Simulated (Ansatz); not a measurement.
F3HO2W

Input

```
crystal:
  periodic: [false, false, false]
  atoms:
    - {symbol: F, position_ang: [-0.294519, -0.678158, -1.718147]}
    - {symbol: F, position_ang: [-1.079959, 1.558361, -0.963109]}
    - {symbol: F, position_ang: [0.279127, 1.450184, 1.117774]}
    - {symbol: O, position_ang: [-1.638097, -0.593320, 0.764569]}
    - {symbol: O, position_ang: [1.097288, -0.933162, 0.466312]}
    - {symbol: W, position_ang: [-0.349051, 0.120499, -0.031873]}
    - {symbol: H, position_ang: [2.046410, -0.992405, 0.318774]}
basis:
  gaussian: {orbitals: def2-TZVPD}
hamiltonian: {xc: {name: PBE0}}
output: {forces: true, orbitals: {seedname: orbitals}}
```

Run with:

```sh
ansatz run input.yaml --threads 2 --pin off --max-ram 5220MiB --events-out events.jsonl --progress --plain --runs-dir runs
```

Geometry: PBE0-D4/def2-SVP; core potentials replace the inner electrons of W.

These are results of Ansatz 0.2.0, isolated molecule in a Gaussian basis; Kohn-Sham density functional theory, functional PBE0, not measurements.

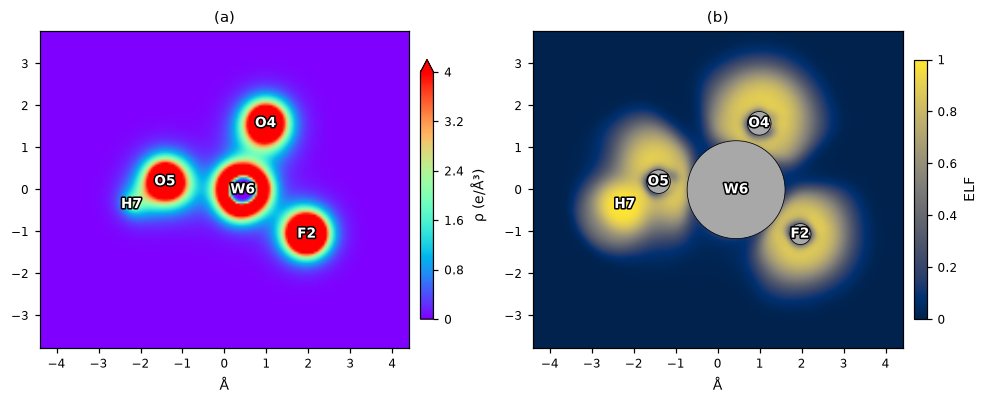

Figure 1. (a) electron density; (b) electron localisation function on the plane of atoms O4, W6 and O5. Grey discs cover the atomic cores in the ELF map.

> Read the bonding off the picture.

The section cuts through F, O, W and H sites.
W–O (1.67 Å): ρ at the midpoint is about 2 e/Å³; the ELF peaks at about 0.80 in the valence shell of O, 0.5 Å from its nucleus, and drops to about 0.35 between the two atoms.
W–F (1.86 Å): ρ is about 1.1 e/Å³ halfway; the ELF peaks at about 0.80 in the valence shell of F, 0.5 Å from its nucleus, and drops to about 0.25 between the two atoms.
O–H (0.96 Å): the density is about 3.8 e/Å³ at the midpoint; the ELF climbs to about 1 towards the hydrogen, as it does in any bond to H (a covalent bond by its length).
W–O (1.86 Å): ρ at the midpoint is about 1.2 e/Å³; the ELF peaks at about 0.80 in the valence shell of O, 0.6 Å from its nucleus, and drops to about 0.25 between the two atoms.

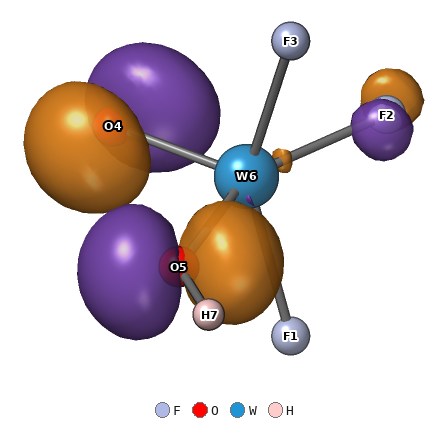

Figure 2. The HOMO at ±0.2 Å⁻³ᐟ² (orange and purple are the two phases), seen at an oblique angle.

> Where does this orbital lie, and at what energy?

It lies mainly on O4 (about 45 %), O5 (about 40 %) and W6 (about 10 %); largely a combination of lone pairs on O4 and O5. Its energy is −10.64 eV.
